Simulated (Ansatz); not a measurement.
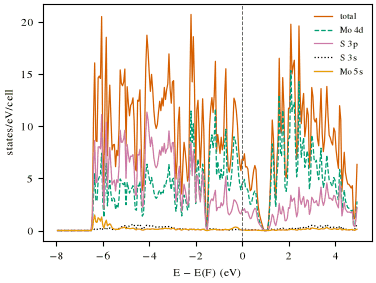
Total and projected density of states of Mo3S4 in space group R-3 (No. 148; Mo on 18f, S on 6c, S on 18f), the program Ansatz at the LDA level (PAW)

Which orbitals carry the states next to the Fermi level?

Within 0.5 eV of the Fermi level: Mo 4d 68 %, S 3p 27 %. Projections are on Löwdin-orthogonalised atomic valence shells; empty p or d shells of many metals are not among them.

Where is the tallest occupied peak in this window, and what makes it?

Near -2.2 eV, about 21 states/eV per cell; the largest projected share is Mo 4d.

The workflow started from an entry of the Crystallography Open Database (COD). Whether it is the stable phase at ambient conditions was not checked. The LDA relaxation kept the symmetry of its start; of distortions, only those at the zone centre were tested. No spin polarisation was allowed. Spin–orbit coupling is left out wherever it is not named.

Potentials: the later of the program's two PAW sets.
